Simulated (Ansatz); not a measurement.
**Geometry relaxation, with input and output: C$_{3}$H$_{12}$O$_{3}$Si$_{2}$ (part 2 of 3)**

Continued. System: C$_{3}$H$_{12}$O$_{3}$Si$_{2}$. Method: RHF/STO-3G (Ansatz 0.2.0). It belongs to a series of runs on one base structure; here: start relaxed.

Geometry of the input (Å):
```
Si 0.0000  0.0000  0.0000
Si 0.0000  0.0000  2.2200
H  -1.3148  -0.4067  2.7074
H  1.0096  -0.9353  2.7074
H  0.3052  1.3420  2.7074
O  1.5842  0.0000  -0.5594
C  2.3503  -1.1632  -0.8360
H  1.7187  -1.9052  -1.3675
H  3.2179  -0.8926  -1.4733
H  2.7141  -1.6023  0.1163
O  -0.7913  1.3709  -0.5594
C  -2.1512  1.4177  -0.9653
H  -2.7687  0.8215  -0.2614
H  -2.5023  2.4707  -0.9639
H  -2.2473  0.9975  -1.9882
O  -0.7913  -1.3709  -0.5594
C  -1.5365  -2.2685  0.2501
H  -1.2251  -2.1576  1.3097
H  -2.6187  -2.0400  0.1571
H  -1.3490  -3.3106  -0.0830
```

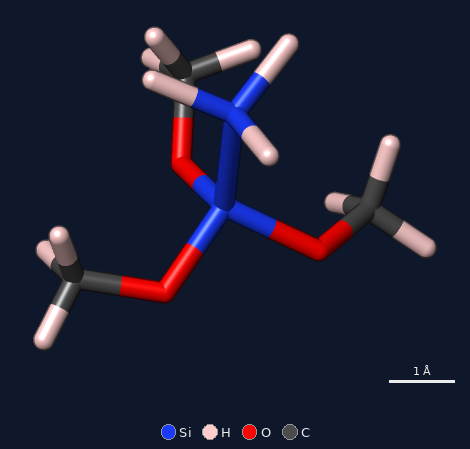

The geometry at step 9 of the log (stick view, seen at a tilt).

### Trajectory as extended XYZ, continued
```
20
Properties=species:S:1:pos:R:3:forces:R:3 step=3 energy=-24817.44723
Si   -0.0109   -0.0006    0.0541   -0.2103  -0.3606   0.1879
Si    0.0264    0.0433    2.3286   -0.0250   0.0465  -0.1523
H    -1.2410   -0.2937    2.8779   -0.0436   0.0255   0.0022
H     0.9825   -0.8721    2.8460    0.0461  -0.0352  -0.0054
H     0.3669    1.3539    2.7619    0.0226   0.0044   0.0329
O     1.5261    0.0770   -0.5968    0.0722   0.1797  -0.1713
C     2.2256   -1.1347   -0.8332    0.0596  -0.1466   0.0649
H     1.6334   -1.8974   -1.3528   -0.0473   0.0867   0.0064
H     3.0934   -0.9103   -1.4600   -0.0026  -0.0120   0.0118
H     2.6033   -1.5922    0.0910   -0.0371   0.0322   0.0063
O    -0.7226    1.3801   -0.5599    0.0921   0.2256  -0.0012
C    -2.0805    1.3359   -0.9674   -0.1800  -0.0389  -0.0607
H    -2.7444    0.8175   -0.2629    0.0753   0.0381   0.0105
H    -2.4432    2.3665   -1.0519    0.0084  -0.0832  -0.0235
H    -2.2176    0.8579   -1.9470    0.0742   0.0058   0.0966
O    -0.7571   -1.3330   -0.6338    0.1180   0.0013   0.0761
C    -1.4964   -2.2497    0.1577   -0.0952  -0.1125   0.1055
H    -1.1956   -2.2989    1.2126    0.0518   0.0523  -0.1498
H    -2.5699   -2.0225    0.1444    0.0316   0.0238   0.0003
H    -1.3748   -3.2594   -0.2498   -0.0109   0.0669  -0.0372
20
Properties=species:S:1:pos:R:3:forces:R:3 step=4 energy=-24817.49099
Si   -0.0070    0.0102    0.0303    0.0491   0.0122  -0.0990
Si    0.0638    0.0229    2.2929    0.0301   0.0434   0.1257
H    -1.2132   -0.2668    2.8510    0.0083   0.0090  -0.0191
H     0.9907   -0.9385    2.7848   -0.0105  -0.0078  -0.0067
H     0.4643    1.3122    2.7464    0.0034  -0.0588  -0.0203
O     1.5121    0.1150   -0.6781    0.0847  -0.2601  -0.0042
C     2.2382   -1.1111   -0.7796   -0.0961   0.1539   0.0667
H     1.6659   -1.9097   -1.2666    0.0296   0.0387   0.0271
H     3.1315   -0.9289   -1.3817    0.0216  -0.0089  -0.0005
H     2.5722   -1.4898    0.1965   -0.0477   0.0381  -0.0597
O    -0.7372    1.4076   -0.5427   -0.3074  -0.0050  -0.0485
C    -2.1016    1.2825   -0.9431    0.1321   0.1317  -0.0381
H    -2.7401    0.8283   -0.1747    0.0062   0.0389  -0.0310
H    -2.4928    2.2867   -1.1412    0.0296  -0.1024   0.0131
H    -2.2205    0.6937   -1.8616    0.0013   0.0124   0.0929
O    -0.7503   -1.3168   -0.6687    0.0772  -0.0402   0.0021
C    -1.5260   -2.2079    0.1173   -0.0138  -0.0300   0.0399
H    -1.1489   -2.3454    1.1378    0.0088  -0.0397  -0.0555
H    -2.5708   -1.8842    0.2016    0.0164   0.0132   0.0003
H    -1.5264   -3.1928   -0.3619   -0.0227   0.0613   0.0147
20
Properties=species:S:1:pos:R:3:forces:R:3 step=5 energy=-24817.51860
Si    0.0046   -0.0072   -0.0007   -0.0501   0.0582  -0.0536
Si    0.0909    0.0040    2.2666    0.0171   0.0159  -0.0234
H    -1.1944   -0.2362    2.8286    0.0101   0.0020  -0.0053
H     0.9839   -0.9933    2.7499   -0.0208  -0.0023   0.0037
H     0.5441    1.2758    2.7160    0.0085  -0.0271   0.0023
O     1.5178    0.1235   -0.7190    0.0369  -0.1493   0.0079
C     2.2821   -1.0820   -0.7435   -0.0787   0.0716   0.0458
H     1.7527   -1.9129   -1.2252    0.0393   0.0428   0.0193
H     3.1985   -0.8988   -1.3099    0.0009   0.0116   0.0075
H     2.5766   -1.4167    0.2603   -0.0029   0.0192  -0.0521
O    -0.7666    1.3719   -0.5723   -0.0256  -0.0589   0.0036
C    -2.1430    1.2497   -0.9141    0.0644   0.0777  -0.0518
H    -2.7697    0.9225   -0.0752    0.0039  -0.0109  -0.0064
H    -2.5041    2.2367   -1.2209    0.0024  -0.0707  -0.0027
H    -2.3160    0.5589   -1.7488   -0.0097   0.0129   0.0735
O    -0.6883   -1.3701   -0.6896    0.0574   0.0111   0.0310
C    -1.5560   -2.1826    0.0865   -0.1039   0.0428  -0.0528
H    -1.1772   -2.3909    1.0936   -0.0084  -0.0295   0.0007
H    -2.5556   -1.7389    0.1959    0.0857  -0.0827   0.0314
H    -1.6765   -3.1461   -0.4193   -0.0264   0.0657   0.0216
20
Properties=species:S:1:pos:R:3:forces:R:3 step=6 energy=-24817.53369
Si   -0.0012   -0.0142   -0.0177    0.0192   0.0090  -0.0077
Si    0.0962   -0.0073    2.2491   -0.0100  -0.0099   0.0009
H    -1.1982   -0.1890    2.8127    0.0104   0.0106  -0.0125
H     0.9374   -1.0492    2.7309   -0.0070  -0.0077  -0.0092
H     0.6136    1.2366    2.7062    0.0033  -0.0081  -0.0080
O     1.5067    0.1210   -0.7437   -0.0219  -0.0164   0.0085
C     2.3066   -1.0571   -0.7241   -0.0130   0.0094   0.0097
H     1.8159   -1.9140   -1.1994    0.0093   0.0053   0.0054
H     3.2295   -0.8570   -1.2745   -0.0024   0.0060   0.0052
H     2.5902   -1.3617    0.2911    0.0074  -0.0001   0.0008
O    -0.7732    1.3603   -0.5945    0.0078  -0.0131  -0.0085
C    -2.1542    1.2401   -0.9106   -0.0052   0.0039  -0.0066
H    -2.7736    0.9940   -0.0388   -0.0011   0.0015  -0.0019
H    -2.5030    2.2031   -1.2936    0.0004  -0.0087  -0.0033
H    -2.3537    0.4860   -1.6804   -0.0094  -0.0020   0.0182
O    -0.6946   -1.3812   -0.6979    0.0015   0.0073  -0.0008
C    -1.5726   -2.1799    0.0817   -0.0035   0.0155   0.0077
H    -1.1486   -2.4723    1.0495   -0.0020  -0.0190   0.0011
H    -2.5338   -1.6905    0.2813    0.0205   0.0057   0.0080
H    -1.7854   -3.1004   -0.4688   -0.0041   0.0108  -0.0070
20
Properties=species:S:1:pos:R:3:forces:R:3 step=7 energy=-24817.51277 accepted=F
Si   -0.0087   -0.0230   -0.0493    0.0570  -0.0390   0.0416
Si    0.0954   -0.0283    2.2161    0.0137   0.0117   0.0584
H    -1.2138   -0.1159    2.7771    0.1248   0.0097  -0.0286
H     0.8608   -1.1389    2.6836   -0.0842   0.1145  -0.0142
H     0.7081    1.1767    2.6725   -0.0531  -0.1266  -0.0126
O     1.4923    0.1166   -0.7831    0.1350  -0.1114   0.0076
C     2.3425   -1.0245   -0.6859   -0.0679  -0.0276   0.0127
H     1.9039   -1.9253   -1.1371    0.0344   0.1133   0.0707
H     3.2722   -0.8093   -1.2197   -0.0286   0.0153   0.0014
H     2.6136   -1.2723    0.3504   -0.0515   0.0333  -0.0873
O    -0.7831    1.3433   -0.6379   -0.0800  -0.0361  -0.0410
C    -2.1766    1.2293   -0.9009   -0.3289  -0.0916  -0.0287
H    -2.7764    1.1055    0.0226    0.2248   0.0589  -0.3930
H    -2.5069    2.1591   -1.3882    0.0356  -0.2910   0.1487
H    -2.4261    0.3882   -1.5756    0.1004   0.3789   0.2911
O    -0.7041   -1.3943   -0.7176   -0.0614   0.0063  -0.0294
C    -1.5837   -2.1771    0.0763   -0.4047  -0.3783   0.2463
H    -1.0803   -2.6073    0.9715   -0.4036   0.2278  -0.5405
H    -2.4773   -1.6113    0.4290    0.6088  -0.4449  -0.2119
H    -1.9480   -3.0239   -0.5452    0.2293   0.5768   0.5085
20
Properties=species:S:1:pos:R:3:forces:R:3 step=8 energy=-24817.53805
Si    0.0022   -0.0174   -0.0301   -0.0034   0.0012   0.0013
Si    0.1043   -0.0163    2.2361   -0.0011   0.0070  -0.0180
H    -1.1945   -0.1529    2.8015    0.0029   0.0058  -0.0062
H     0.9094   -1.0889    2.7113   -0.0053  -0.0071   0.0032
H     0.6669    1.2080    2.6924    0.0043  -0.0100   0.0017
O     1.5059    0.1199   -0.7609    0.0058  -0.0072   0.0031
C     2.3260   -1.0429   -0.7074   -0.0060   0.0191  -0.0051
H     1.8542   -1.9195   -1.1654    0.0006  -0.0014   0.0036
H     3.2483   -0.8390   -1.2572    0.0023  -0.0009   0.0057
H     2.6089   -1.3183    0.3161    0.0061   0.0012   0.0070
O    -0.7782    1.3495   -0.6125   -0.0026   0.0015   0.0037
C    -2.1647    1.2191   -0.9006   -0.0016   0.0337  -0.0194
H    -2.7685    0.9978   -0.0116    0.0017   0.0060   0.0054
H    -2.5208    2.1703   -1.3054   -0.0053  -0.0093  -0.0008
H    -2.3765    0.4429   -1.6445   -0.0101  -0.0008   0.0096
O    -0.6933   -1.3845   -0.7065    0.0063  -0.0322   0.0007
C    -1.5898   -2.1633    0.0723   -0.0041  -0.0027  -0.0147
H    -1.1644   -2.4854    1.0300    0.0028  -0.0105   0.0063
H    -2.5309   -1.6444    0.2908    0.0111  -0.0027   0.0144
H    -1.8408   -3.0673   -0.4895   -0.0043   0.0095  -0.0013
20
Properties=species:S:1:pos:R:3:forces:R:3 step=9 energy=-24817.54155
Si   -0.0022   -0.0249   -0.0589    0.0196   0.0134   0.0057
Si    0.1097   -0.0238    2.2059   -0.0333  -0.0275   0.1539
H    -1.2019   -0.0803    2.7619    0.0750   0.0135  -0.0149
H     0.8396   -1.1501    2.6894   -0.0557   0.0722  -0.0594
H     0.7486    1.1589    2.6808   -0.0431  -0.0714  -0.0749
O     1.5001    0.1142   -0.7896    0.0797  -0.0578  -0.0256
C     2.3497   -1.0249   -0.6811   -0.0591  -0.0013   0.0218
H     1.9042   -1.9326   -1.1078    0.0263   0.0573   0.0330
H     3.2721   -0.8201   -1.2305   -0.0044   0.0026   0.0001
H     2.6311   -1.2517    0.3564   -0.0261   0.0207  -0.0580
O    -0.7856    1.3372   -0.6506   -0.0509  -0.0385  -0.0101
C    -2.1842    1.2180   -0.8881   -0.0320  -0.0510   0.0253
H    -2.7619    1.0525    0.0333    0.0622   0.0253  -0.0959
H    -2.5374    2.1545   -1.3296    0.0031  -0.0338   0.0156
H    -2.4357    0.4071   -1.5850    0.0301   0.0910   0.0766
O    -0.6970   -1.3983   -0.7254   -0.0150  -0.0150   0.0048
C    -1.5942   -2.1674    0.0632   -0.0595  -0.0483   0.0392
H    -1.1412   -2.5375    0.9932   -0.0422   0.0169  -0.0759
H    -2.5064   -1.6203    0.3393    0.0927  -0.0590  -0.0216
H    -1.9038   -3.0430   -0.5183    0.0325   0.0910   0.0606
20
Properties=species:S:1:pos:R:3:forces:R:3 step=10 energy=-24817.54064 accepted=F
Si   -0.0059   -0.0297   -0.0742   -0.1393  -0.0372   0.0335
Si    0.0880   -0.0338    2.1917    0.1315   0.0787   0.0851
H    -1.2109   -0.0350    2.7841    0.1118   0.0006  -0.1081
H     0.7937   -1.1829    2.6597   -0.0721   0.1171  -0.0054
H     0.7840    1.1370    2.6199   -0.0826  -0.1555   0.0272
O     1.4962    0.1085   -0.8057    0.0555  -0.0434   0.0181
C     2.3589   -1.0167   -0.6635   -0.0354  -0.0064   0.0322
H     1.9277   -1.9404   -1.0693    0.0194   0.0525   0.0262
H     3.2823   -0.8143   -1.2123   -0.0069   0.0010  -0.0027
H     2.6366   -1.2129    0.3811   -0.0220   0.0138  -0.0593
O    -0.7866    1.3324   -0.6694   -0.0294  -0.0452  -0.0302
C    -2.1906    1.2269   -0.8785   -0.0404  -0.0565   0.0287
H    -2.7534    1.0935    0.0577    0.0691   0.0224  -0.1125
H    -2.5380    2.1573   -1.3382   -0.0028  -0.0514   0.0264
H    -2.4664    0.4017   -1.5496    0.0363   0.1079   0.0816
O    -0.7019   -1.4043   -0.7379   -0.0228  -0.0151  -0.0271
C    -1.5875   -2.1792    0.0584   -0.0642  -0.0490   0.0326
H    -1.1111   -2.5807    0.9645   -0.0657   0.0387  -0.1023
H    -2.4828   -1.6253    0.3766    0.1171  -0.0833  -0.0330
H    -1.9287   -3.0348   -0.5365    0.0432   0.1101   0.0891
20
Properties=species:S:1:pos:R:3:forces:R:3 step=11 energy=-24817.54516
Si   -0.0030   -0.0282   -0.0691    0.0145  -0.0035   0.0022
Si    0.0950   -0.0217    2.1969   -0.0143  -0.0134   0.0438
H    -1.2150   -0.0564    2.7533    0.0214   0.0075  -0.0063
H     0.8098   -1.1538    2.6823   -0.0201   0.0194  -0.0200
H     0.7502    1.1539    2.6596   -0.0115  -0.0163  -0.0242
O     1.5019    0.1099   -0.7960    0.0211  -0.0188  -0.0057
C     2.3529   -1.0255   -0.6752   -0.0170   0.0027   0.0055
H     1.9106   -1.9378   -1.0926    0.0088   0.0198   0.0127
H     3.2757   -0.8244   -1.2254   -0.0029  -0.0004   0.0017
H     2.6328   -1.2405    0.3642   -0.0078   0.0068  -0.0169
O    -0.7816    1.3310   -0.6713   -0.0256  -0.0063  -0.0108
C    -2.1855    1.2257   -0.8771   -0.0062  -0.0170   0.0112
H    -2.7449    1.0760    0.0561    0.0237   0.0110  -0.0288
H    -2.5386    2.1608   -1.3205    0.0033  -0.0138   0.0069
H    -2.4595    0.4120   -1.5593    0.0077   0.0332   0.0269
O    -0.6967   -1.4031   -0.7343   -0.0059  -0.0059   0.0037
C    -1.5846   -2.1770    0.0597   -0.0237  -0.0180   0.0143
H    -1.1208   -2.5576    0.9786   -0.0112   0.0048  -0.0299
H    -2.4901   -1.6313    0.3538    0.0344  -0.0217  -0.0078
H    -1.9046   -3.0447   -0.5250    0.0113   0.0300   0.0214
20
Properties=species:S:1:pos:R:3:forces:R:3 step=12 energy=-24817.54797
Si   -0.0053   -0.0348   -0.0921    0.0191  -0.0260   0.0024
Si    0.0751   -0.0193    2.1747   -0.0149   0.0089  -0.0191
H    -1.2383   -0.0052    2.7233    0.0177   0.0007  -0.0027
H     0.7498   -1.1710    2.6684   -0.0063   0.0086   0.0045
H     0.7664    1.1389    2.6259    0.0008  -0.0065   0.0120
O     1.5033    0.1010   -0.8126   -0.0073  -0.0109   0.0106
C     2.3625   -1.0239   -0.6604    0.0017   0.0018   0.0033
H     1.9297   -1.9499   -1.0563    0.0002   0.0072   0.0047
H     3.2858   -0.8292   -1.2121   -0.0007  -0.0010   0.0028
H     2.6398   -1.2103    0.3849   -0.0024   0.0030  -0.0083
O    -0.7773    1.3197   -0.7111   -0.0938   0.0013  -0.0236
C    -2.1916    1.2389   -0.8553    0.0250  -0.0362   0.0249
H    -2.7152    1.1250    0.1040    0.0426   0.0051  -0.0505
H    -2.5438    2.1694   -1.3082   -0.0010  -0.0004   0.0024
H    -2.5103    0.4143   -1.5053    0.0208   0.0456   0.0433
O    -0.6976   -1.4131   -0.7530   -0.0094   0.0078   0.0079
C    -1.5701   -2.1938    0.0518   -0.0032  -0.0043   0.0112
H    -1.0835   -2.5955    0.9496   -0.0101   0.0083  -0.0260
H    -2.4621   -1.6469    0.3819    0.0223  -0.0144  -0.0087
H    -1.9135   -3.0469   -0.5394   -0.0013   0.0016   0.0089
20
Properties=species:S:1:pos:R:3:forces:R:3 step=13 energy=-24817.54868
Si   -0.0087   -0.0433   -0.1243    0.0224  -0.0335  -0.0011
Si    0.0468   -0.0105    2.1435    0.0019   0.0104  -0.0050
H    -1.2670    0.0583    2.6887    0.0281  -0.0044  -0.0337
H     0.6750   -1.1828    2.6497   -0.0026   0.0100   0.0119
H     0.7800    1.1237    2.5895    0.0011  -0.0050   0.0158
O     1.5059    0.0880   -0.8340   -0.0162  -0.0334   0.0354
C     2.3736   -1.0247   -0.6418    0.0046   0.0014   0.0116
H     1.9515   -1.9669   -1.0104   -0.0024   0.0171   0.0052
H     3.2983   -0.8398   -1.1944   -0.0003  -0.0007   0.0060
H     2.6463   -1.1753    0.4109   -0.0053   0.0045  -0.0258
O    -0.7718    1.3039   -0.7685   -0.3074  -0.0063  -0.0268
C    -2.1980    1.2572   -0.8246    0.0938  -0.1115   0.0667
H    -2.6676    1.1902    0.1700    0.1111   0.0023  -0.1734
H    -2.5518    2.1815   -1.2881   -0.0060   0.0063   0.0014
H    -2.5779    0.4194   -1.4279    0.0835   0.1369   0.1165
O    -0.6985   -1.4261   -0.7795   -0.0182   0.0136   0.0316
C    -1.5502   -2.2173    0.0382    0.0090   0.0065   0.0191
H    -1.0366   -2.6397    0.9118   -0.0213   0.0199  -0.0437
H    -2.4280   -1.6723    0.4084    0.0341  -0.0215  -0.0195
H    -1.9173   -3.0560   -0.5587   -0.0097  -0.0126   0.0075
20
Properties=species:S:1:pos:R:3:forces:R:3 step=14 energy=-24817.55044
Si   -0.0094   -0.0428   -0.1228    0.0359  -0.0277  -0.0023
Si    0.0516   -0.0109    2.1447   -0.0174   0.0260  -0.0113
H    -1.2650    0.0486    2.6827    0.0203  -0.0022  -0.0064
H     0.6868   -1.1771    2.6558   -0.0016   0.0020   0.0005
H     0.7744    1.1298    2.5918   -0.0031  -0.0080   0.0103
O     1.5051    0.0879   -0.8321   -0.0162  -0.0127   0.0163
C     2.3717   -1.0257   -0.6424    0.0010   0.0059   0.0041
H     1.9486   -1.9661   -1.0138   -0.0007   0.0047   0.0010
H     3.2971   -0.8400   -1.1935   -0.0005  -0.0017   0.0032
H     2.6432   -1.1794    0.4097   -0.0006   0.0009  -0.0086
O    -0.7740    1.3051   -0.7655   -0.1255  -0.0143  -0.0167
C    -2.1969    1.2576   -0.8246    0.0564  -0.0456   0.0373
H    -2.6653    1.1910    0.1674    0.0381   0.0043  -0.0660
H    -2.5516    2.1807   -1.2900   -0.0072  -0.0008   0.0013
H    -2.5731    0.4191   -1.4245    0.0273   0.0586   0.0423
O    -0.6991   -1.4253   -0.7783   -0.0152   0.0151   0.0166
C    -1.5519   -2.2171    0.0372    0.0055   0.0035   0.0073
H    -1.0415   -2.6351    0.9140   -0.0104   0.0098  -0.0235
H    -2.4327   -1.6739    0.4014    0.0176  -0.0124  -0.0108
H    -1.9140   -3.0591   -0.5586   -0.0037  -0.0051   0.0055
```
